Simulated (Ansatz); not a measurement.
One crystal and one scan (scan of one atom of the cell) at two levels, PBE (plane waves to 420 eV, PAW, scalar-relativistic; Ansatz, a program for electronic structure) and r2SCAN (plane waves to 500 eV, PAW, scalar-relativistic; Ansatz), each from its own relaxed cell and on its own mesh. The cell shown is that of PBE.

KCl (rock salt)

```
KCl
1.0
    0.00000     3.19058     3.19058
    3.19058     0.00000     3.19058
    3.19058     3.19058     0.00000
Cl K
1 1
Direct
  0.00000   0.00000   0.00000
  0.50000   0.50000   0.50000
```

Scan: atom 1 (Cl, nearest neighbour K at 3.191 Å; its periodic images, 4.5 Å or more away, move with it) is displaced along Cartesian x, direction (1.000, 0.000, 0.000) in Cartesian axes, by s. The other atoms stay.

E stands for the smeared free energy. KCl was relaxed with its symmetry unable to fall. Percentages come from the unrounded values.

```tsv
quantity	PBE	r2SCAN	PBE − r2SCAN
Lattice constant a (Å)	6.381	6.292	+0.089 (+1.4 %)
Band gap of the relaxed cell, no spin-orbit coupling (eV)	5.05	5.83	-0.78 (-13 %)
Force constant k = d²E/ds² at s = 0 (finite differences) (eV/Å²)	1.08	1.44	-0.36 (-25 %)
Zone-centre optical wavenumber from k (transverse: no LO-TO term) (cm⁻¹)	125	145	-20 (-13 %)
```

PBE gives the higher value for: lattice constant a. PBE gives the lower value for: band gap of the relaxed cell, no spin-orbit coupling; force constant k = d²E/ds² at s = 0; zone-centre optical wavenumber from k. Both give the same shape of the curve: a single well with its minimum at or next to zero displacement.

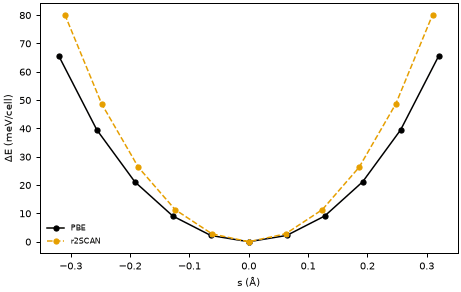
ΔE, each from the undisplaced structure of its own level.

(For displaced atoms, the force is minus the slope of the energy, and its curvature is a force constant, which sets phonon frequencies.)
